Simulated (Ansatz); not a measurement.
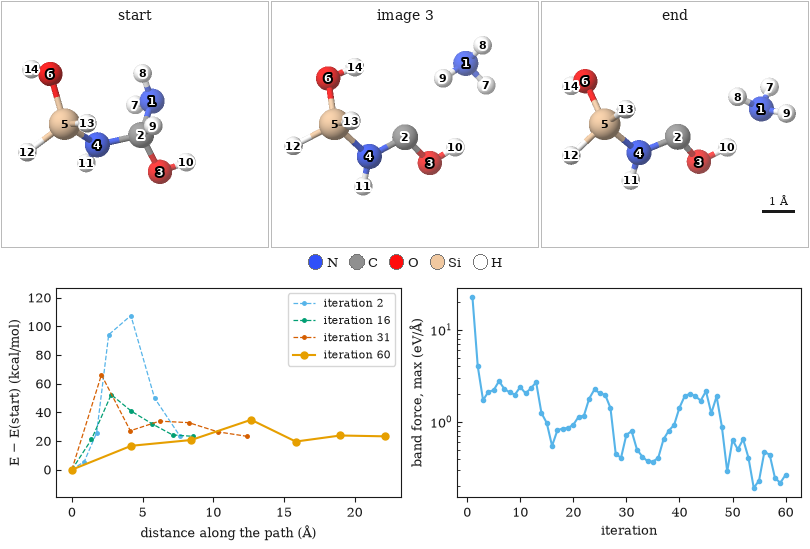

A nudged-elastic-band calculation for CH$_{8}$N$_{2}$O$_{2}$Si. Images are numbered from 0 (start) to 6 (end). The plot follows the band through its iterations. Style: ball-and-stick. Shown at a tilt.

All numbers below come from Ansatz 0.2.0, RKS PBE/6-31G*. Settings: 5 movable images; climbing image; force threshold 0.03 eV/Å; iteration limit 60; starting path through a guess of the saddle point.

**How did the profile develop, and is the result final?**

The result isn't final. The band hadn't converged when the run stopped after 60 iterations. The largest component of the band force went from 23 to 0.27 eV/Å. The barrier read from it is provisional: over the last two iterations the highest image moved from 34.5 kcal/mol to 34.8 kcal/mol. The first iteration put the highest image at 252.9 kcal/mol. Relative to the start the highest point is image 3 at +34.8 kcal/mol and the end lies at +23.3 kcal/mol, but the profile dips to +19.6 kcal/mol at image 4 on the way, so there may be more than one step; on an unconverged band the side maxima are provisional.
